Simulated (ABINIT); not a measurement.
# CsAsF6 (R-3): G0W0 with ABINIT, start to end, part 2 of 2

Aim: the G0W0 gap of CsAsF6 (R-3) on PBEsol, step by step.

ABINIT 10.8.3; PBEsol and many-body steps on it, plane waves. Known limits of the many-body steps: not at the basis limit; no spin-orbit coupling; coarse k mesh.

So far. Step 2 (Ground state): The gap is direct, at Γ. Step 3 (Empty states on the mesh, 2×2×2 mesh, 178 bands): On this mesh the gap is 5.678 eV.

### 4. Screening, 2×2×2 mesh, 162 bands, screening to 130.6 eV

The RPA dielectric matrix is built and inverted for each q.

This step: RPA screening on PBEsol, plane waves, norm-conserving pseudopotentials.

Contents of run.abi:

```
acell 3*1.0 Angstrom
rprim 
  3.855859826403 2.226181708716 2.622049894613
  -3.855859826403 2.226181708716 2.622049894613
  -0.000000000000 -4.452363417478 2.622049894574
ntypat 3
znucl 55 33 9
natom 8
typat 1 2 3 3 3 3 3 3
xred 
  0.500000000000 0.500000000000 0.500000000000
  -0.000000000000 -0.000000000000 -0.000000000000
  0.189597360000 0.275478300000 0.922344570000
  0.275478300000 0.922344570000 0.189597360000
  0.077655430000 0.810402640000 0.724521700000
  0.724521700000 0.077655430000 0.810402640000
  0.810402640000 0.724521700000 0.077655430000
  0.922344570000 0.189597360000 0.275478300000
pp_dirpath "pseudos"
pseudos "Cs.upf, As.upf, F.upf"
ecut 44
ngkpt 2 2 2
nshiftk 1
shiftk 0 0 0
kptopt 1
chksymbreak 0
istwfk *1
occopt 1
irdwfk 1
optdriver 3
nband 162
ecuteps 4.8
inclvkb 2
awtr 1
symchi 1
indata_prefix "in"
outdata_prefix "out"
tmpdata_prefix "tmp"
```

Command:

```
OMP_NUM_THREADS=1 mpirun -n 4 abinit run.abi > log
```

Numbers of over 12 decimals in the logs are rounded to 6 here.

What it wrote:

```text
.Version 10.8.3 of ABINIT. v10.8.2 released Aug 2026.

 Symmetries : space group R-3 (#148); Bravais hR (rhombohedral)
[... echo of the input left out ...]
== DATASET  1 ==================================================================
-   mpi_nproc: 4, omp_nthreads: 1 (-1 if OMP is not activated)

--- !DatasetInfo
iteration_state: {dtset: 1, }
dimensions: {natom: 8, nkpt: 4, mband: 162, nsppol: 1, nspinor: 1, nspden: 1, mpw: 12752, }
cutoff_energies: {ecut:  44.0, pawecutdg:  -1.0, }
electrons: {nelect:   7.40000000E+01, charge:   0.00000000E+00, occopt:   1.00000000E+00, tsmear:   1.00000000E-02, }

 SCREENING: Calculation of the susceptibility and dielectric matrices

 Based on a program developped by R.W. Godby, V. Olevano, G. Onida, and L. Reining.
 Incorporated in ABINIT by V. Olevano, G.-M. Rignanese, and M. Torrent.
.Using double precision arithmetic ; gwpc =  8

[... cell and pseudopotentials left out ...]
--------------------------------------------------------------------------------

 ==== K-mesh for the wavefunctions ====
 Number of points in the irreducible wedge :     4
[... list of points left out ...]
 Together with  6 symmetry operations and time-reversal symmetry
 yields     8 points in the full Brillouin Zone.

 ==== Q-mesh for the screening function ====
 Number of points in the irreducible wedge :     4
[... list of points left out ...]
 Together with  6 symmetry operations and time-reversal symmetry
 yields     8 points in the full Brillouin Zone.

 setmesh: FFT mesh size selected  =    40x   40x   40
          total number of points  =        64000

 vcoul_init : cutoff-mode = AUXILIARY_FUNCTION
 q-points for optical limit:   1
     1)      0.000010    0.000020    0.000030

- screening: taking advantage of time-reversal symmetry
- Maximum band index for partially occupied states nbvw = 37
- Remaining bands to be divided among processors   nbcw = 125
- Number of bands treated by each node ~31

 Number of electrons calculated from density =   74.0000; Expected =   74.0000
 average of density, n =  0.081201
 r_s =    1.4326
 omega_plasma =   27.4876 [eV]

 calculating chi0 at frequencies [eV] :
  1    0.000000E+00    0.000000E+00
  2    0.000000E+00    2.748756E+01

--------------------------------------------------------------------------------
  q-point number  1        q = ( 0.000000, 0.000000, 0.000000) [r.l.u.]
--------------------------------------------------------------------------------
[... chi0 elements left out ...]
 For q-point:  0.000010 0.000020 0.000030
  dielectric constant =   2.0155
  dielectric constant without local fields =   2.2853

  Average fulfillment of the sum rule on Im[epsilon] for q-point    1 :     40.21  [%]
[... wings left out ...]
  q-point number  2        q = ( 0.500000, 0.000000, 0.000000) [r.l.u.]
--------------------------------------------------------------------------------
[... chi0 elements left out ...]
  Average fulfillment of the sum rule on Im[epsilon] for q-point    2 :     44.95  [%]

 [... 2 further q-points ...]
```

It took 81 s on 4 MPI ranks of Arm Neoverse V2, shared host; peak memory 2.3 GiB; 5.4 min of CPU time.

This step gave:

```
ε∞ with local fields, on this mesh, along the program's q direction : 2.015
the same without local fields                                       : 2.285
plasma frequency                                                    : 27.49 eV
plane waves in the screening matrix                                 : 455
```

Local fields lower ε∞ by 12 %. On a Γ-centred mesh this coarse the value itself is usually too large, while a short band sum pulls it down.

### 5. Self-energy, 2×2×2 mesh, 162 bands, screening to 130.6 eV

The self-energy is evaluated for the states that the input lists, and the levels follow from it, in one-shot runs by the linearised quasiparticle equation.

This step: G0W0 on PBEsol, plane waves, norm-conserving pseudopotentials.

Edit run.abi of step 4 so:

```diff
@@ -29,8 +29,15 @@
 irdwfk 1
-optdriver 3
+optdriver 4
 nband 162
+gwcalctyp 0
+ecutsigx 44
+symsigma 1
+nkptgw 1
+kptgw 
+  0.0000000000 0.0000000000 0.0000000000
+bdgw 
+  35 39
 ecuteps 4.8
-inclvkb 2
-awtr 1
-symchi 1
+irdscr 1
+ppmodel 1
 indata_prefix "in"
```

What it wrote:

```text
.Version 10.8.3 of ABINIT. v10.8.2 released Aug 2026.

 Symmetries : space group R-3 (#148); Bravais hR (rhombohedral)
[... echo of the input left out ...]
== DATASET  1 ==================================================================
-   mpi_nproc: 4, omp_nthreads: 1 (-1 if OMP is not activated)

--- !DatasetInfo
iteration_state: {dtset: 1, }
dimensions: {natom: 8, nkpt: 4, mband: 162, nsppol: 1, nspinor: 1, nspden: 1, mpw: 12752, }
cutoff_energies: {ecut:  44.0, pawecutdg:  -1.0, }
electrons: {nelect:   7.40000000E+01, charge:   0.00000000E+00, occopt:   1.00000000E+00, tsmear:   1.00000000E-02, }

 SIGMA: Calculation of the GW corrections

 Based on a program developped by R.W. Godby, V. Olevano, G. Onida, and L. Reining.
 Incorporated in ABINIT by V. Olevano, G.-M. Rignanese, and M. Torrent.
.Using double precision arithmetic ; gwpc =  8

[... cell and pseudopotentials left out ...]
--------------------------------------------------------------------------------

 ==== K-mesh for the wavefunctions ====
 Number of points in the irreducible wedge :     4
[... list of points left out ...]
 Together with  6 symmetry operations and time-reversal symmetry
 yields     8 points in the full Brillouin Zone.

 ==== Q-mesh for screening function ====
 Number of points in the irreducible wedge :     4
[... list of points left out ...]
 Together with  6 symmetry operations and time-reversal symmetry
 yields     8 points in the full Brillouin Zone.

 vcoul_init : cutoff-mode = AUXILIARY_FUNCTION
 q-points for optical limit:   1
     1)      0.000010    0.000020    0.000030
 setmesh: FFT mesh size selected  =    60x   60x   60
          total number of points  =       216000

 Number of electrons calculated from density =   74.0000; Expected =   74.0000
 average of density, n =  0.081201
 r_s =    1.4326
 omega_plasma =   27.4876 [eV]

 === KS Band Gaps ===
  >>>> For spin  1
   Minimum direct gap =   5.6780 [eV], located at k-point      :   0.0000  0.0000  0.0000
   Fundamental gap    =   5.6780 [eV], Top of valence bands at :   0.0000  0.0000  0.0000
                                       Bottom of conduction at :   0.0000  0.0000  0.0000
 SIGMA fundamental parameters:
 PLASMON POLE MODEL  1
 number of plane-waves for SigmaX                12717
 number of plane-waves for SigmaC and W            455
 number of plane-waves for wavefunctions         12717
 number of bands                                   162
 number of independent spin polarizations            1
 number of spinorial components                      1
 number of k-points in IBZ                           4
 number of q-points in IBZ                           4
 number of symmetry operations                       6
 number of k-points in BZ                            8
 number of q-points in BZ                            8
 number of frequencies for dSigma/dE                 9
 frequency step for dSigma/dE [eV]                0.25
 number of omega for Sigma on real axis              0
 max omega for Sigma on real axis  [eV]           0.00
 zcut for avoiding poles [eV]                     0.10

 EPSILON^-1 parameters (SCR file):
 dimension of the eps^-1 matrix on file            455
 dimension of the eps^-1 matrix used               455
 number of plane-waves for wavefunctions         12717
 number of bands                                   162
 number of q-points in IBZ                           4
 number of frequencies                               2
 number of real frequencies                          1
 number of imag frequencies                          1

 matrix elements of self-energy operator (all in [eV])

 Perturbative Calculation

--- !SelfEnergy_ee
iteration_state: {dtset: 1, }
kpoint     : [   0.000,    0.000,    0.000, ]
spin       : 1
KS_gap     :    5.678
QP_gap     :   10.411
Delta_QP_KS:    4.733
data: !SigmaeeData |
     Band     E0 <VxcDFT>   SigX SigC(E0)      Z dSigC/dE  Sig(E)    E-E0       E
       35  -1.889 -22.522 -30.392   5.287   0.814  -0.228 -24.625  -2.103  -3.991
       36  -1.889 -22.522 -30.392   5.287   0.814  -0.228 -24.625  -2.103  -3.991
       37  -1.636 -22.969 -30.875   5.365   0.814  -0.229 -25.037  -2.068  -3.704
       38   4.042 -18.327 -13.375  -1.873   0.866  -0.155 -15.661   2.665   6.707
       39   8.175 -11.625  -6.779  -2.536   0.884  -0.131  -9.582   2.043  10.218

== END DATASET(S) ==============================================================
================================================================================

 -outvars: echo values of variables after computation  --------
           etotal      0.0000000000E+00
            nband         162
             nkpt           4
          spgroup         148
 [... the other variables as echoed above ...]

 Calculation completed.
```

Run time: 11 s. Hardware: 4 MPI ranks; peak memory 1.4 GiB.

This step gave:

| Property | Result |
| --- | --- |
| G0W0 gap on the points computed | 10.41 eV |
| starting gap on the mesh | 5.678 eV |
| k of the valence top | 0, 0, 0 |
| k of the conduction bottom | 0, 0, 0 |
| Z at the valence top | 0.814 |
| Z at the conduction bottom | 0.866 |
| least direct G0W0 gap on the computed points | 10.41 eV |

The gap on the mesh goes from 5.68 eV to 10.41 eV, a correction of +4.73 eV.

Limits: finite bands, cutoff and mesh; no spin-orbit coupling; coarse k mesh. v1 is the top filled band, c1 the lowest empty one. Levels before and after the correction, in eV, zero at the valence-band top of each column:

```
           conduction bottom  valence top
Kohn-Sham               5.68         0.00
     G0W0              10.41         0.00
```

```
             level  energy (eV)
Kohn-Sham  Γ v3-v2       -0.253
Kohn-Sham     Γ v1        0.000
Kohn-Sham     Γ c1        5.678
Kohn-Sham     Γ c2        9.811
     G0W0  Γ v3-v2       -0.287
     G0W0     Γ v1        0.000
     G0W0     Γ c1       10.411
     G0W0     Γ c2       13.922
```

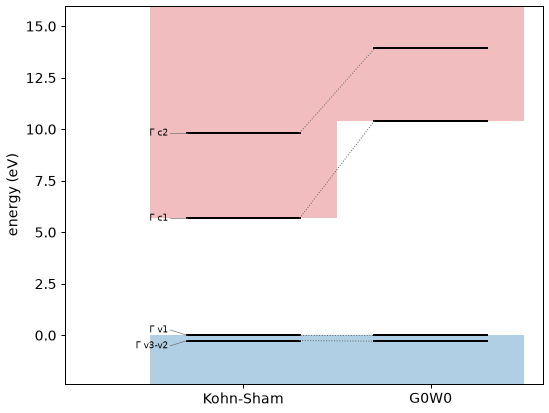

Levels before and after the correction. Shaded: valence and conduction bands.

### 6. Where the time went

Times are wall times on 4 MPI ranks of Arm Neoverse V2, shared host, good to a factor of about two.

```
                    step     time  share  memory (GiB)
            ground state  2.1 min   43 %          0.57
empty states on the mesh     80 s   27 %          0.54
               screening     81 s   27 %           2.3
             self-energy     11 s    4 %           1.4
```

### 7. Summary of results

```yaml
pbesol_gap: 5.68 eV, direct
g0w0_gap_on_the_mesh: 10.41 eV
gw_settings: 2×2×2 mesh, 162 bands, screening to 130.6 eV, Godby-Needs plasmon pole
known_limits: not at the basis limit; no spin-orbit coupling; coarse k mesh
```

**Reading.** G0W0 moves the gap on the mesh from 5.68 eV to 10.41 eV (+4.73 eV), with Z of 0.81 and 0.87 at the edges. Local fields lower the RPA ε∞ on this mesh from 2.29 to 2.02; a Γ-centred mesh this coarse tends to raise both, most where the direct gap is narrow, while a short band sum lowers them. Only 1 of the mesh's irreducible points was corrected, so a valley elsewhere could overtake. The dearest step here is «ground state». Bands and cutoff are finite, so the gap is not at the basis limit. The miss can reach some tenths of an eV and take either sign; the mesh is an error of its own. In the G0W0 run levels were corrected at 1 k point alone, so a gap called «on the mesh» is the least over those, and an edge elsewhere would be missed. The 2×2×2 mesh is coarse for this cell, which bears on the long-range parts of exchange and screening. The many-body steps are scalar-relativistic: spin-orbit coupling is not in them.

[Paths, hosts, dates, memory and timing lines, banners, echoed tables and standing remarks are left out of the program output.]

[Logs are printed without paths, hosts, clocks, repeated set-up lines and the standing remarks that a program may print on its own settings, such as how far it seeks lower states.]

[Runs of the session that timed out or met a known fault of the program may be left out.]

[Hosts, paths, dates, database ids (printed as entryN), source tags and the programs' standing remarks are cut or masked in the printed files.]

[G0W0 gaps are taken among the corrected bands and points alone; a level outside them can change the order at an edge.]

[Where Ansatz stands beside ABINIT at settings called matched, ABINIT's density can come from a denser mesh and the files from another edition; pairs whose starting gaps differed by over 0.03 eV were left out, so agreement reads better than it is.]
